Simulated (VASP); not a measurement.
Band structure of NiAl (relaxed from the zinc blende structure, space group F-43m). Computed with PBEsol GGA, VASP's PBE PAW potentials (set 64) (plane waves; VASP).

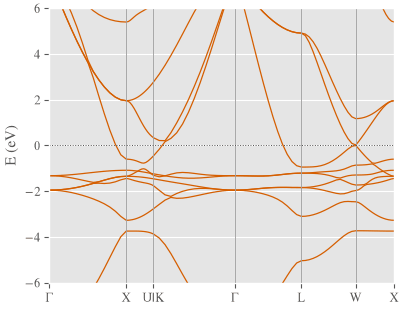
Fig. 1. Bands along high-symmetry lines, zero at the valence-band maximum or, without a gap, the Fermi level

Q: Read the plot: is there a gap, and where are the band edges?

A: It has no gap at this level: it comes out as a metal or semimetal. (Edges off the drawn lines would not show.)

The structure was generated: NiAl was put into the zinc blende type (F-43m), which need not be its known phase. It was relaxed first, which changed the volume by -19 %. The run is not spin-polarised, so no magnetic state was tried. The electron count is odd and the run is not spin-polarised, which forces a metal.
